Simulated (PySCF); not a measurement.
| atom | x (Å) | y (Å) | z (Å) |
| --- | --- | --- | --- |
| C | -0.6548 | 1.2291 | -1.1487 |
| C | -0.4655 | 0.2564 | -0.2544 |
| C | -1.5810 | -0.5120 | 0.3889 |
| C | 0.8680 | -0.0997 | 0.1322 |
| C | 1.6394 | -0.9111 | 0.9069 |
| C | 2.2970 | 0.0368 | 0.0725 |
| O | 3.2828 | 0.5568 | -0.3574 |
| H | 0.1771 | 1.7525 | -1.5875 |
| H | -1.6413 | 1.5243 | -1.4627 |
| H | -2.5462 | -0.1666 | 0.0293 |
| H | -1.5419 | -0.3932 | 1.4707 |
| H | -1.4786 | -1.5731 | 0.1664 |
| H | 1.6405 | -1.6997 | 1.6259 |

Geometry: GFN2-xTB.

Theory: PySCF, PBE0/pcSseg-1, SCF density, gas phase, non-relativistic.

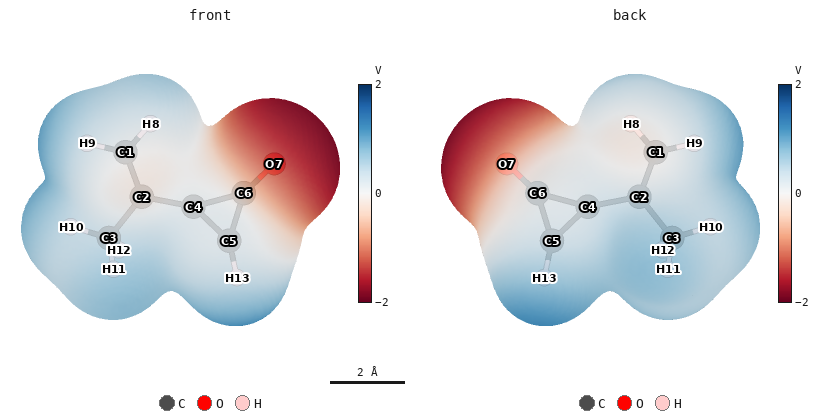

C$_{6}$H$_{6}$O (SMILES C=C(C)c1cc1=O). The electrostatic potential painted on the density surface at 0.001 e/bohr³, seen from the front and from behind; the colour scale runs from red (negative) to blue (positive).

**Describe the electrostatic potential map.**

The most negative region (about −1.9 V, or −44 kcal/mol for a unit charge) lies over O7, the most positive (about +1.2 V, or +28 kcal/mol for a unit charge) over H13. O7 is the likeliest acceptor of a hydrogen bond.

**How polar is the molecule by this calculation?**

Its dipole moment is 4.72 D.
